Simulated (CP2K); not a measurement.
# A workflow on SClO2F (sulfuryl chloride fluoride)

Wanted: energy and gradient (singlet SClO2F, revPBE/DZVP-MOLOPT-SR-GTH), then energy and forces (doublet SClO2F+, U-revPBE/DZVP-MOLOPT-SR-GTH), then energy and forces (singlet SClO2F, revPBE/DZVP-MOLOPT-SR-GTH), then energy and forces (doublet SClO2F+, U-revPBE/DZVP-MOLOPT-SR-GTH), then energy and gradient (singlet SClO2F, revPBE/DZVP-MOLOPT-SR-GTH), then energy and forces (doublet SClO2F+, U-revPBE/DZVP-MOLOPT-SR-GTH) of ClFO2S. The setting varied is the overall precision threshold. 

The results are computed with CP2K 2026.2.

6 further runs of the same task are left out: 6 set aside as unsound or not needed.

**1. The molecule**

The species is SClO2F (5 atoms), meant as a singlet with charge 0. SMILES: `O=S(=O)(F)Cl`. The coordinates come from a GFN2-xTB relaxation.

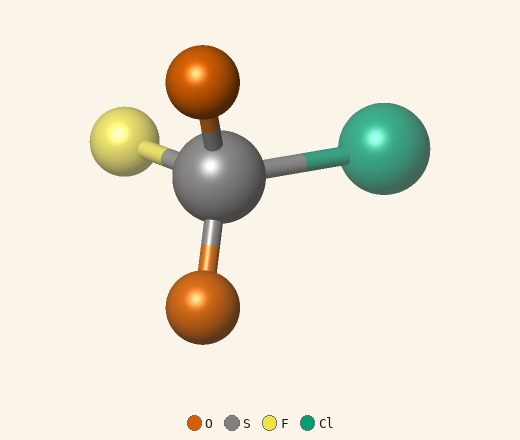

Viewed from a chosen angle; oxygen orange, sulfur grey, fluorine yellow, chlorine teal.

**2. Energy and forces at revPBE/DZVP-MOLOPT-SR-GTH (core potential) (run 1)**

The input, qs.inp:

```
&FORCE_EVAL
  METHOD QUICKSTEP
  &DFT
    BASIS_SET_FILE_NAME BASIS_MOLOPT
    POTENTIAL_FILE_NAME GTH_POTENTIALS
    &QS
      METHOD GPW
      EPS_DEFAULT 1.0E-10
    &END
    ! plane-wave cutoff in Ry
    &MGRID
      CUTOFF 400
      REL_CUTOFF 50
      NGRIDS 4
    &END
    &POISSON
      PERIODIC NONE
      POISSON_SOLVER MULTIPOLE
    &END
    ! self-consistent field
    &SCF
      SCF_GUESS ATOMIC
      EPS_SCF 1.0E-06
      MAX_SCF 150
      ADDED_MOS 10
      &DIAGONALIZATION
        ALGORITHM STANDARD
      &END
      &MIXING
        METHOD PULAY_MIXING
        ALPHA 0.4
        NBUFFER 4
      &END
    &END
    ! exchange and correlation
    &XC
      &XC_FUNCTIONAL
        &PBE
          PARAMETRIZATION REVPBE
        &END
      &END
    &END
    &PRINT
      &MOMENTS
        PERIODIC F
        REFERENCE COM
        MAX_MOMENT 1
      &END
      &MO ON
        ENERGIES T
        OCCUPATION_NUMBERS T
        NDIGITS 6
        &EACH
          QS_SCF 0
        &END
        ADD_LAST NUMERIC
      &END
      &HIRSHFELD OFF
      &END
    &END
  &END
  ! atoms, cell and kinds
  &SUBSYS
    &CELL
      ABC 9.4 9.6 9.1
      PERIODIC NONE
    &END
    &COORD
      O      4.638905     4.158135     5.601900
      S      4.862225     4.194235     4.210720
      O      5.914975     3.496205     3.585160
      F      3.485025     3.710465     3.498100
      Cl     4.824985     6.103795     3.557410
    &END
    &KIND O
      BASIS_SET DZVP-MOLOPT-SR-GTH-q6
      POTENTIAL GTH-PBE-q6
    &END
    &KIND S
      BASIS_SET DZVP-MOLOPT-SR-GTH-q6
      POTENTIAL GTH-PBE-q6
    &END
    &KIND F
      BASIS_SET DZVP-MOLOPT-SR-GTH-q7
      POTENTIAL GTH-PBE-q7
    &END
    &KIND Cl
      BASIS_SET DZVP-MOLOPT-SR-GTH-q7
      POTENTIAL GTH-PBE-q7
    &END
  &END
  ! extra output
  &PRINT
    &FORCES ON
    &END
  &END
&END

&GLOBAL
  PROJECT_NAME qs
  RUN_TYPE ENERGY_FORCE
  PRINT_LEVEL MEDIUM
&END
```

Run with:

```
OMP_NUM_THREADS=2 cp2k.psmp qs.inp > qs.out
```

Log:

```text
CP2K| version string:                                       CP2K version 2026.2
[...]
 GLOBAL| Method name                                                        CP2K
[...]
 GLOBAL| Run type                                                   ENERGY_FORCE
[...]
 DFT| Spin restricted Kohn-Sham (RKS) calculation                            RKS
 DFT| Multiplicity                                                             1
[...]
 DFT| Charge                                                                   0
[...]
 FUNCTIONAL| PBE:
 QS| Method:                                                                 GPW
[...]
 QS| Density cutoff [a.u.]:                                                200.0
[...]
 QS| Relative density cutoff [a.u.]:                                        25.0
[...]
                             - Atoms:                                          5
[...]
                             - Spherical basis functions:                     65
[...]
 Number of electrons:                                                         32
[...]
     1 NoMix/Diag. 0.40E+00    0.7     0.96711355       -81.8941433200 -8.19E+01
[...]
    26 Pulay/Diag. 0.40E+00    0.9     0.00000060       -81.5366819216  6.66E-06
  *** SCF run converged in    26 steps ***
[...]
  Overlap energy of the core charge distribution:               0.00000114847711
  Self energy of the core charge distribution:               -205.25816825834465
  Core Hamiltonian energy:                                     55.39835119828071
  Hartree energy:                                              85.36569423712740
  Exchange-correlation energy:                                -17.04256024712619
  Total energy:                                               -81.53668192158564
[...]
 ENERGY| Total FORCE_EVAL ( QS ) energy [hartree]            -81.536677949199330
[...]
```

Run time: 23 s. Hardware: 2 threads of Arm Neoverse V1, shared host; peak memory 1 GiB.

**3. The doublet cation: energy and gradient at U-revPBE/DZVP-MOLOPT-SR-GTH (core potential) (run 2)**

The input, mol.inp:

```
&FORCE_EVAL
  METHOD QUICKSTEP
  &DFT
    BASIS_SET_FILE_NAME BASIS_MOLOPT
    POTENTIAL_FILE_NAME GTH_POTENTIALS
    CHARGE 1
    MULTIPLICITY 2
    LSD T
    &QS
      METHOD GPW
      EPS_DEFAULT 1.0E-10
    &END QS
    &MGRID
      CUTOFF 400
      REL_CUTOFF 50
      NGRIDS 4
    &END MGRID
    # isolated system
    &POISSON
      PERIODIC NONE
      POISSON_SOLVER MULTIPOLE
    &END POISSON
    # self-consistent field
    &SCF
      SCF_GUESS ATOMIC
      EPS_SCF 1.0E-06
      MAX_SCF 30
      &OT ON
        MINIMIZER CG
        PRECONDITIONER FULL_ALL
      &END OT
      &OUTER_SCF
        EPS_SCF 1.0E-06
        MAX_SCF 10
      &END OUTER_SCF
    &END SCF
    # exchange and correlation
    &XC
      &XC_FUNCTIONAL
        &PBE
          PARAMETRIZATION REVPBE
        &END PBE
      &END XC_FUNCTIONAL
    &END XC
    &PRINT
      &MOMENTS
        PERIODIC F
        REFERENCE COM
        MAX_MOMENT 1
      &END MOMENTS
      &MO_CUBES
        NLUMO 3
        NHOMO -1
        WRITE_CUBE F
      &END MO_CUBES
      &HIRSHFELD OFF
      &END HIRSHFELD
    &END PRINT
  &END DFT
  # atoms, cell and kinds
  &SUBSYS
    &CELL
      ABC [angstrom] 9.4 9.6 9.1
      PERIODIC NONE
    &END CELL
    &COORD
      O      4.638905     4.158135     5.601900
      S      4.862225     4.194235     4.210720
      O      5.914975     3.496205     3.585160
      F      3.485025     3.710465     3.498100
      Cl     4.824985     6.103795     3.557410
    &END COORD
    &KIND O
      BASIS_SET DZVP-MOLOPT-SR-GTH-q6
      POTENTIAL GTH-PBE-q6
    &END KIND
    &KIND S
      BASIS_SET DZVP-MOLOPT-SR-GTH-q6
      POTENTIAL GTH-PBE-q6
    &END KIND
    &KIND F
      BASIS_SET DZVP-MOLOPT-SR-GTH-q7
      POTENTIAL GTH-PBE-q7
    &END KIND
    &KIND Cl
      BASIS_SET DZVP-MOLOPT-SR-GTH-q7
      POTENTIAL GTH-PBE-q7
    &END KIND
  &END SUBSYS
  &PRINT
    &FORCES ON
    &END FORCES
  &END PRINT
&END FORCE_EVAL
&GLOBAL
  PROJECT_NAME mol
  RUN_TYPE ENERGY_FORCE
  PRINT_LEVEL MEDIUM
&END GLOBAL
```

Run with:

```
OMP_NUM_THREADS=2 cp2k.psmp -i mol.inp -o mol.out
```

Log:

```text
CP2K| version string:                                       CP2K version 2026.2
[...]
 GLOBAL| Method name                                                        CP2K
[...]
 GLOBAL| Run type                                                   ENERGY_FORCE
[...]
 DFT| Spin unrestricted (spin-polarized) Kohn-Sham calculation               UKS
 DFT| Multiplicity                                                             2
[...]
 DFT| Charge                                                                   1
[...]
 FUNCTIONAL| PBE:
 QS| Method:                                                                 GPW
[...]
 QS| Density cutoff [a.u.]:                                                200.0
[...]
 QS| Relative density cutoff [a.u.]:                                        25.0
[...]
                             - Atoms:                                          5
[...]
                             - Spherical basis functions:                     65
[...]
 Number of electrons:                                                         16
[...]
     1 OT CG       0.15E+00    1.2     0.09363899       -78.6785903002 -7.87E+01
[...]
    12 OT CG       0.37E+00    1.3     0.00000095       -81.0989159366 -8.91E-10
  *** SCF run converged in    12 steps ***
[...]
  Overlap energy of the core charge distribution:               0.00000114847711
  Self energy of the core charge distribution:               -205.25816825834465
  Core Hamiltonian energy:                                     54.85727132789894
  Hartree energy:                                              85.93606487942044
  Exchange-correlation energy:                                -16.63408503403796
  Total energy:                                               -81.09891593658611
[...]
 HOMO - LUMO gap [eV] :    0.512878
[...]
 ENERGY| Total FORCE_EVAL ( QS ) energy [hartree]            -81.098915936846609
[...]
```

Wall time 88 s (2 threads of Arm Neoverse V1, shared host); peak memory 0.96 GiB.

Runs 3 to 5 aren't shown in full; the table further down has their settings and results.

**4. The doublet cation: energy and gradient at U-revPBE/DZVP-MOLOPT-SR-GTH (core potential) (run 6)**

The input, run.inp:

```
&GLOBAL
    PROJECT run
    RUN_TYPE ENERGY_FORCE
    PRINT_LEVEL MEDIUM
&END

&FORCE_EVAL
    METHOD QUICKSTEP
    &DFT
        BASIS_SET_FILE_NAME BASIS_MOLOPT
        POTENTIAL_FILE_NAME GTH_POTENTIALS
        CHARGE 1
        MULTIPLICITY 2
        LSD T
        &QS
            METHOD GPW
            EPS_DEFAULT 1.0E-14
        &END
        # plane-wave cutoff in Ry
        &MGRID
            CUTOFF 400
            REL_CUTOFF 50
            NGRIDS 4
        &END
        # no periodic images
        &POISSON
            PERIODIC NONE
            POISSON_SOLVER MULTIPOLE
        &END
        &SCF
            SCF_GUESS ATOMIC
            EPS_SCF 1.0E-06
            MAX_SCF 30
            &OT ON
                MINIMIZER CG
                PRECONDITIONER FULL_ALL
            &END
            &OUTER_SCF
                EPS_SCF 1.0E-06
                MAX_SCF 10
            &END
        &END
        &XC
            &XC_FUNCTIONAL
                &PBE
                    PARAMETRIZATION REVPBE
                &END
            &END
        &END
        # extra output
        &PRINT
            &MOMENTS
                PERIODIC F
                REFERENCE COM
                MAX_MOMENT 1
            &END
            &MO_CUBES
                NLUMO 3
                NHOMO -1
                WRITE_CUBE F
            &END
            &HIRSHFELD OFF
            &END
        &END
    &END
    # atoms, cell and kinds
    &SUBSYS
        &CELL
            ABC [angstrom] 9.4 9.6 9.1
            PERIODIC NONE
        &END
        &COORD
            O      4.638905     4.158135     5.601900
            S      4.862225     4.194235     4.210720
            O      5.914975     3.496205     3.585160
            F      3.485025     3.710465     3.498100
            Cl     4.824985     6.103795     3.557410
        &END
        &KIND O
            BASIS_SET DZVP-MOLOPT-SR-GTH-q6
            POTENTIAL GTH-PBE-q6
        &END
        &KIND S
            BASIS_SET DZVP-MOLOPT-SR-GTH-q6
            POTENTIAL GTH-PBE-q6
        &END
        &KIND F
            BASIS_SET DZVP-MOLOPT-SR-GTH-q7
            POTENTIAL GTH-PBE-q7
        &END
        &KIND Cl
            BASIS_SET DZVP-MOLOPT-SR-GTH-q7
            POTENTIAL GTH-PBE-q7
        &END
    &END
    # extra output
    &PRINT
        &FORCES ON
        &END
    &END
&END
```

Run with:

```
OMP_NUM_THREADS=2 cp2k.psmp -i run.inp > run.out 2>&1
```

Log:

```text
CP2K| version string:                                       CP2K version 2026.2
[...]
 GLOBAL| Method name                                                        CP2K
[...]
 GLOBAL| Run type                                                   ENERGY_FORCE
[...]
 DFT| Spin unrestricted (spin-polarized) Kohn-Sham calculation               UKS
 DFT| Multiplicity                                                             2
[...]
 DFT| Charge                                                                   1
[...]
 FUNCTIONAL| PBE:
 QS| Method:                                                                 GPW
[...]
 QS| Density cutoff [a.u.]:                                                200.0
[...]
 QS| Relative density cutoff [a.u.]:                                        25.0
[...]
                             - Atoms:                                          5
[...]
                             - Spherical basis functions:                     65
[...]
 Number of electrons:                                                         16
[...]
     1 OT CG       0.15E+00    1.2     0.09363899       -78.6785905380 -7.87E+01
[...]
    12 OT CG       0.36E+00    1.3     0.00000095       -81.0989161505 -8.91E-10
  *** SCF run converged in    12 steps ***
[...]
  Overlap energy of the core charge distribution:               0.00000114847711
  Self energy of the core charge distribution:               -205.25816825834465
  Core Hamiltonian energy:                                     54.85727105247762
  Hartree energy:                                              85.93606488462522
  Exchange-correlation energy:                                -16.63408497775527
  Total energy:                                               -81.09891615051997
[...]
 HOMO - LUMO gap [eV] :    0.512877
[...]
 ENERGY| Total FORCE_EVAL ( QS ) energy [hartree]            -81.098916150780312
[...]
```

Run time: 92 s. Hardware: 2 threads of Arm Neoverse V1, shared host; peak memory 0.96 GiB.

**5. All runs side by side**

| run | level | overall precision threshold | iteration cap | partner | energy (Eh) | HOMO energy (eV) | LUMO energy (eV) | largest force (eV/Å) | wall time |
| --- | --- | --- | --- | --- | --- | --- | --- | --- | --- |
| 1 | revPBE/DZVP-MOLOPT-SR-GTH (core potential) | 1e-10 | 150 | base | -81.536678 | -8.39 | -3.47 | 2.023 | 23 s |
| 2 | U-revPBE/DZVP-MOLOPT-SR-GTH (core potential) | 1e-10 | 30 | cation | -81.098916 | -15.93 | -15.42 | 4.944 | 88 s |
| 3 | revPBE/DZVP-MOLOPT-SR-GTH (core potential) | 1e-12 | 150 | base | -81.536678 | -8.39 | -3.47 | 2.023 | 23 s |
| 4 | U-revPBE/DZVP-MOLOPT-SR-GTH (core potential) | 1e-12 | 30 | cation | -81.098916 | -15.93 | -15.42 | 4.944 | 89 s |
| 5 | revPBE/DZVP-MOLOPT-SR-GTH (core potential) | 1e-14 | 150 | base | -81.536678 | -8.39 | -3.47 | 2.023 | 23 s |
| 6 | U-revPBE/DZVP-MOLOPT-SR-GTH (core potential) | 1e-14 | 30 | cation | -81.098916 | -15.93 | -15.42 | 4.944 | 92 s |

**6. Summary of results**

| quantity | value |
| --- | --- |
| doublet cation, run 6: total energy | -81.09892 Eh |
| doublet cation, run 6: HOMO energy (highest over α and β) | -15.93 eV |
| doublet cation, run 6: LUMO energy (lowest over α and β) | -15.42 eV |
| doublet cation, run 6: ⟨S²⟩ | 0.755 |
| doublet cation, run 6: largest force on an atom | 4.944 eV/Å |
| vertical ionisation energy (to the doublet cation) | 11.912 eV |

In words: Removing an electron at fixed nuclei costs 11.91 eV (275 kcal/mol). −ε(HOMO) before ionisation, 8.39 eV, is 3.53 eV below this ionisation energy. All runs together took 5.6 min, the longest 92 s.
